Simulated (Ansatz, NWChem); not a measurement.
## A ladder of methods for InCNClF (SMILES N#[C][In]([F])[Cl])

InCNClF: 5 atoms, total charge 0, spin state singlet. SMILES: `N#[C][In]([F])[Cl]`. The shape is that of a PBE0-D4/def2-TZVP optimisation.

Each level gives the electronic atomisation energy (eV). The values are calculated. Electronic energies at fixed atoms, without zero-point motion or spin-orbit coupling.

```
                            level                    kind  program  value (eV)  CPU time (all runs)
  SVWN5/def2-SVP (core potential)                     LDA   NWChem       22.53                 34 s
 revPBE/def2-SVP (core potential)                     GGA   Ansatz       18.82                 18 s
  BHLYP/def2-SVP (core potential)           global hybrid   Ansatz       17.35                 21 s
   PBE0/def2-SVP (core potential)           global hybrid   NWChem       18.81                 49 s
  HSE06/def2-SVP (core potential)  range-separated hybrid   Ansatz       18.83                 25 s
  wB97X/def2-SVP (core potential)  range-separated hybrid   Ansatz       18.99                 70 s
    MP2/def2-SVP (core potential)     perturbation theory   NWChem       18.90                 58 s
BCCD(T)/def2-SVP (core potential)   coupled cluster or CI   Ansatz       17.76                 70 s
```

The values span 17.35 to 22.53 eV. In the correlated wave-function rows the outer d shell of In is correlated, in sets not made for it. Times are those of the runs behind each value, whatever else they computed, on shared processors of several kinds: orders of magnitude only.

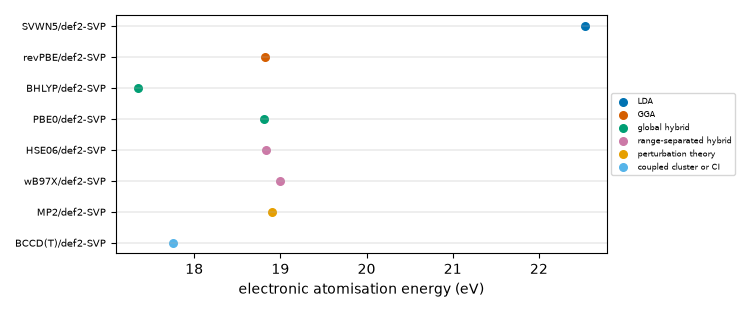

The values of the table, level by level.
